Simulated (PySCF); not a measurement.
Dissociation curve of HF (cation, charge +1), doublet.

Methods: UKS-r2SCAN = unrestricted r2SCAN/cc-pVDZ (PySCF); UCCSD = CCSD on UHF/cc-pVDZ, 1 core orbital frozen (PySCF 2.14.0); NEVPT2 = PySCF 2.14.0 with SC-NEVPT2 on CASSCF(7,5)/cc-pVDZ, all electrons correlated; UKS-LDA (SVWN5) = PySCF with unrestricted LDA (SVWN5)/cc-pVDZ.

Energies are in kcal/mol, each relative to the lowest point of its own curve near equilibrium.

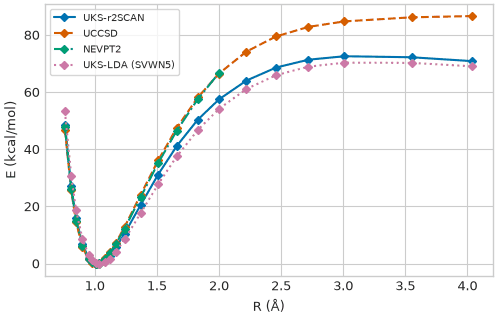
Energy against bond length for each method.

| R / Å | UKS-r2SCAN | UCCSD | NEVPT2 | UKS-LDA (SVWN5) |
|---|---|---|---|---|
| 0.76 | 48.6 | 46.8 | 47.6 | 53.3 |
| 0.81 | 27.2 | 25.6 | 26.2 | 30.8 |
| 0.85 | 15.8 | 14.5 | 15.0 | 18.6 |
| 0.90 | 6.8 | 5.8 | 6.2 | 8.7 |
| 0.95 | 2.0 | 1.4 | 1.6 | 3.1 |
| 0.98 | 0.6 | 0.3 | 0.4 | 1.2 |
| 1.01 | 0.0 | 0.0 | 0.0 | 0.3 |
| 1.03 | 0.0 | 0.2 | 0.1 | 0.0 |
| 1.08 | 1.1 | 1.8 | 1.6 | 0.5 |
| 1.12 | 2.8 | 3.9 | 3.6 | 1.8 |
| 1.17 | 5.7 | 7.3 | 6.8 | 4.1 |
| 1.24 | 10.5 | 12.8 | 12.2 | 8.4 |
| 1.37 | 20.6 | 24.1 | 23.3 | 17.7 |
| 1.51 | 31.1 | 36.1 | 35.1 | 27.7 |
| 1.66 | 41.1 | 47.5 | 46.5 | 37.5 |
| 1.83 | 50.4 | 58.2 | 57.6 | 46.8 |
| 2.00 | 57.5 | 66.5 | 66.7 | 54.1 |
| 2.22 | 64.0 | 74.2 | — | 61.1 |
| 2.46 | 68.6 | 79.5 | — | 65.9 |
| 2.72 | 71.3 | 82.8 | — | 68.9 |
| 3.01 | 72.5 | 84.7 | — | 70.3 |
| 3.55 | 72.2 | 86.2 | — | 70.2 |
| 4.04 | 70.8 | 86.6 | — | 69.0 |

At the longest distance, 4.04 Å, UCCSD lies highest above its minimum (86.6 kcal/mol) and UKS-LDA (SVWN5) lowest (69.0 kcal/mol).

A dash means that the run gave no value there, or that the column was ended at a point which the program doubted or which failed a test of continuity chosen for this set; such a test can also cut sound points.

The unrestricted determinant behind UKS-r2SCAN is spin-contaminated at 2.22 to 4.04 Å (<S²> up to 1.1, against 0.75 for a pure doublet). At the longest distance UKS-r2SCAN, UKS-LDA (SVWN5) leaves fractional charges on the fragments, a sign of delocalisation error or of the restricted form. The unrestricted determinant behind UKS-LDA (SVWN5) is spin-contaminated at 2.46 to 4.04 Å (<S²> up to 1.0, against 0.75 for a pure doublet).
